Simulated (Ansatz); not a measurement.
We consider cubic perovskite CsHgBr₃ (idealised or unconfirmed structure), described by r²SCAN+rVV10 (Ansatz, a program for electronic structure, plane waves, PAW).

Settings: plane-wave cutoff 560 eV, 10×10×10 k mesh, Fermi–Dirac smearing 0.05 eV, scalar-relativistic PAW data made under PBE.

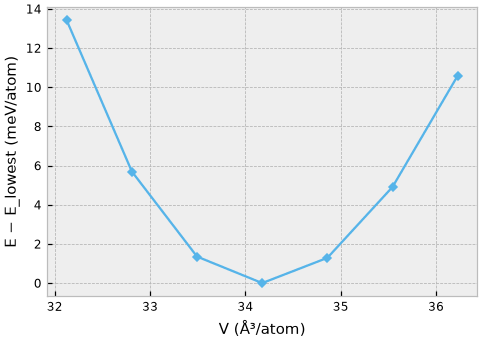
*Total energy against volume*

### Question
From the curve, estimate the equilibrium volume and the bulk modulus.

### Answer
V0 ≈ 34.2 Å³/atom and B0 ≈ 31 GPa; the fit gives V0 = 34.170 Å³/atom, B0 = 30.9 GPa, B′ = 5.2.

Note: the relaxation could not lower the start's symmetry, so the cell can be a saddle point above a distorted one.

Spin–orbit coupling is not included; it can open a gap where bands touch, and shift volumes and moduli.
